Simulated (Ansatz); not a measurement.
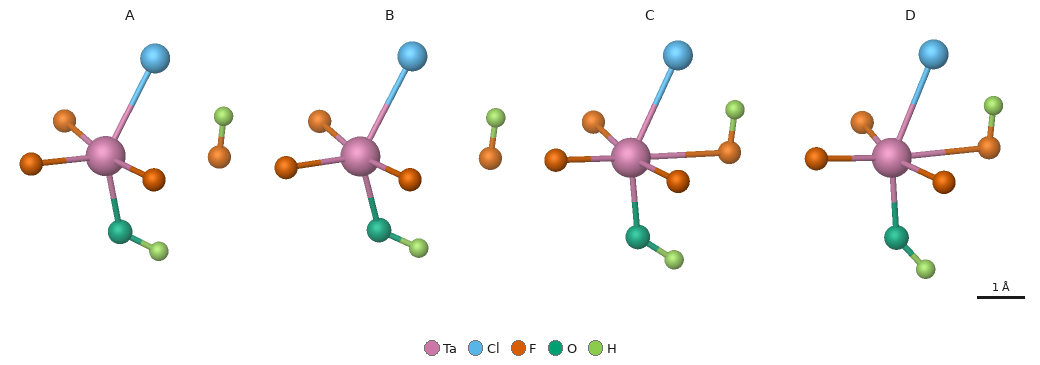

4 geometries from one relaxation of TaH2OClF4, in shuffled order. A ball-and-stick model, seen at a tilt.

The run prepares an end point of a later path (reaction) calculation, from a guessed geometry.

These are results of Ansatz 0.2.0, RKS revPBE/def2-SVP, not measurements. (no spin polarisation; force threshold 0.03 eV/Å; at most 50 steps)

### Put them in the order of the run, from the start to the converged end.

B, A, C, D. They are steps 0, 2, 5, 13, at +23.0 kJ/mol, +13.7 kJ/mol, +2.88 kJ/mol relative to the last. The largest move after the best rigid fit is that of an H atom, 0.58 Å. By element the largest moves are H 0.58 Å, F 0.54 Å, Ta 0.27 Å, O 0.18 Å, Cl 0.15 Å. Near-neighbour distances that change, for instance: F–Ta 3.125 → 2.383 Å, H–Ta 3.224 → 2.587 Å, F–H 0.934 → 0.972 Å, Cl–Ta 2.445 → 2.450 Å. New bonds form, among them: F–Ta (3.12 → 2.38 Å). Bond angles that change, for instance: Cl–Ta–O 133.4° → 152.3°, Cl–Ta–F 118.0° → 104.1°, Ta–O–H 130.7° → 142.7°. The energy falls by 23.0 kJ/mol in 12 accepted moves (13 points after the start). Largest force component: 0.74 eV/Å at the start, 0.014 eV/Å at the end. The line search rejected the trial step at point 4 of the run.

Limits of the set-up: the start holds two separate molecules, 2.5 Å apart at their closest, whose relative position is a soft coordinate and is computed without a dispersion correction.
